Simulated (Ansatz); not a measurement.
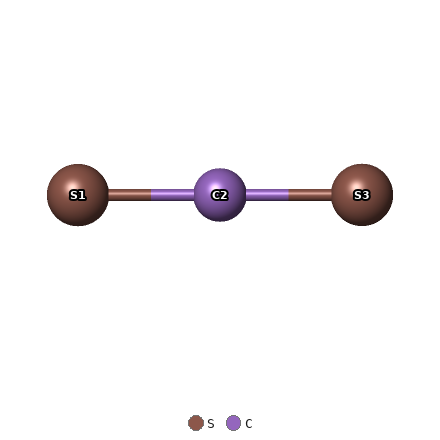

The system is CS₂, SMILES S=C=S; the picture shows the grid point nearest to the relaxed geometry. Two internal coordinates are moved rigidly from the geometry relaxed at PBE0-D4/def2-TZVP, all others fixed. First axis: bond S1–C2. Second axis: bond C2–S3. The grid has 7 × 7 points. Energies are in eV, from the lowest grid point. Method: RKS PBE0-D4/def2-TZVPP in Ansatz 0.2.0.

Its coordinates:

```xyz
3

S     1.3570   -0.1560    0.7291
C     0.0467   -0.0054    0.0251
S    -1.2635    0.1452   -0.6789
```

Range: bond S1–C2 from 1.332 to 2.013 Å; bond C2–S3 from 1.332 to 2.013 Å.

### Predict the map.

The lowest grid point is at bond S1–C2 = 1.608 Å, bond C2–S3 = 1.495 Å. The bottom of the well lies between grid points, at about bond S1–C2 = 1.548 Å, bond C2–S3 = 1.548 Å, about 0.16 eV lower on the interpolated surface. No other kind of well shows on this grid. The highest grid point, bond S1–C2 = 2.013 Å, bond C2–S3 = 2.013 Å, lies 5.40 eV above the lowest. Round the minimum the two coordinates are weakly coupled (coupling 0.09 in units of the two stiffnesses).

```
bond C2–S3 ↓, bond S1–C2 →  1.332  1.398  1.495  1.608  1.734  1.869  2.013
                     2.013   3.88   2.93   2.39   2.56   3.26   4.27   5.40
                     1.869   2.94   1.97   1.40   1.52   2.20   3.18   4.27
                     1.734   2.16   1.15   0.53   0.62   1.25   2.20   3.26
                     1.608   1.71   0.67   0.00   0.03   0.62   1.52   2.56
                     1.495   1.84   0.76   0.03   0.00   0.53   1.40   2.39
                     1.398   2.67   1.54   0.76   0.67   1.15   1.97   2.93
                     1.332   3.84   2.67   1.84   1.71   2.16   2.94   3.88
```

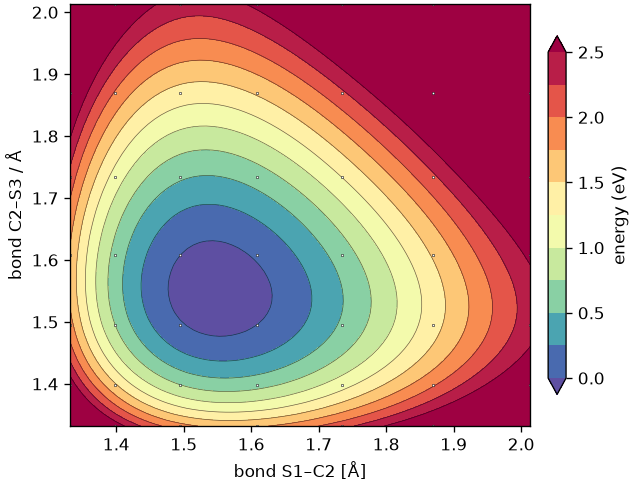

The picture shows filled contours, dots at the grid points, one colour for all values above the top of the scale. Between grid points the surface is interpolated.
